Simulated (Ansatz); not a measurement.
```json
{"atom": "Si", "x (Å)": "-0.2915", "y (Å)": "0.3881", "z (Å)": "1.5038"}
{"atom": "F", "x (Å)": "1.1898", "y (Å)": "-2.0922", "z (Å)": "-0.1437"}
{"atom": "O", "x (Å)": "-0.1723", "y (Å)": "0.8813", "z (Å)": "-0.0367"}
{"atom": "Si", "x (Å)": "-0.2585", "y (Å)": "0.5111", "z (Å)": "-1.6357"}
{"atom": "H", "x (Å)": "-0.3023", "y (Å)": "1.5676", "z (Å)": "2.3986"}
{"atom": "H", "x (Å)": "-1.4984", "y (Å)": "-0.4474", "z (Å)": "1.7192"}
{"atom": "H", "x (Å)": "1.2957", "y (Å)": "-1.6348", "z (Å)": "0.6562"}
{"atom": "H", "x (Å)": "0.9066", "y (Å)": "-0.4382", "z (Å)": "1.8713"}
{"atom": "H", "x (Å)": "-1.1327", "y (Å)": "-0.6697", "z (Å)": "-1.8431"}
{"atom": "H", "x (Å)": "1.1021", "y (Å)": "0.2465", "z (Å)": "-2.1593"}
{"atom": "H", "x (Å)": "-0.8384", "y (Å)": "1.6876", "z (Å)": "-2.3307"}
```

The product side of a reaction path; geometry: PBE0-D4/def2-TZVP.

Computed with Ansatz 0.2.0, RKS PBE0-D4/def2-TZVPP.

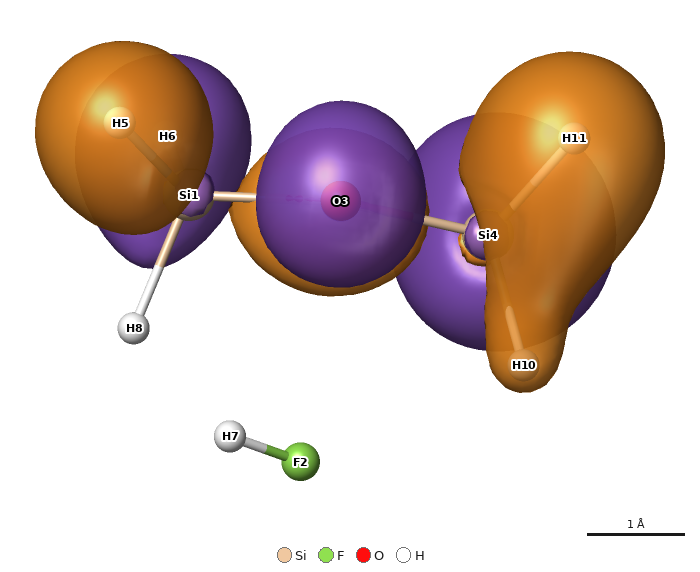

H₆OSi₂···HF. The HOMO−1 at ±0.08 Å⁻³ᐟ² (orange and purple are the two phases), seen at a tilt.

What is the character of this orbital?

Answer. By Hirshfeld shares it lies mainly on O3 (about 25 %), Si4 (about 20 %), H9 (about 20 %), Si1 (about 10 %), H11 (about 10 %) and H6 (about 5 %). Its energy is −8.99 eV.
